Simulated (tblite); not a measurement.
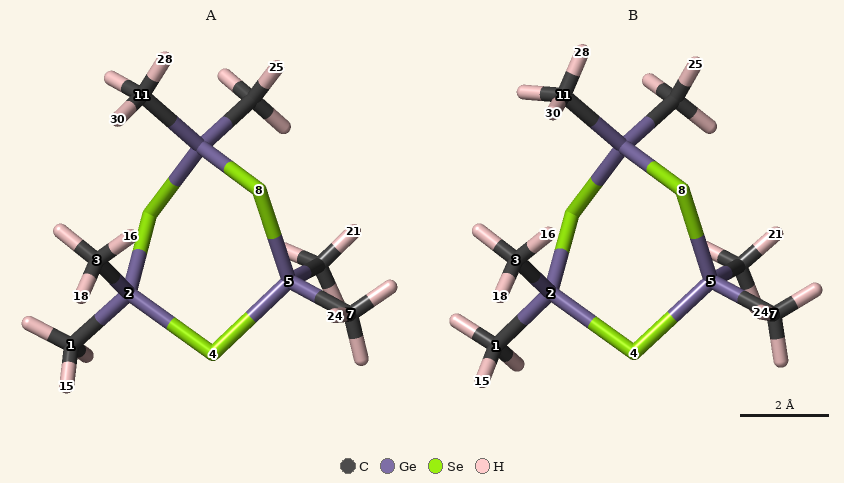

Two geometries of C6H18Ge3Se3, drawn at one scale. One is the start of a relaxation, the other its converged end. Style: stick. Shown face on.

Theory: tblite 0.8.0, GFN2-xTB geometry optimisation, gas phase. 

**Which one is relaxed?**

Structure A is the relaxed one. After 108 geometry steps the energy has fallen by 0.025 eV. An H atom moves most after the best rigid fit: 0.43 Å. Largest moves by element: H 0.43 Å, C 0.06 Å, Se 0.06 Å, Ge 0.04 Å. Among the contacts that change: C–Ge 2.007 → 1.997 Å, C–H 1.076 → 1.086 Å, C–Ge 1.983 → 1.990 Å, Ge–Se 2.395 → 2.400 Å. Groups turn about C–Ge by about 25°.
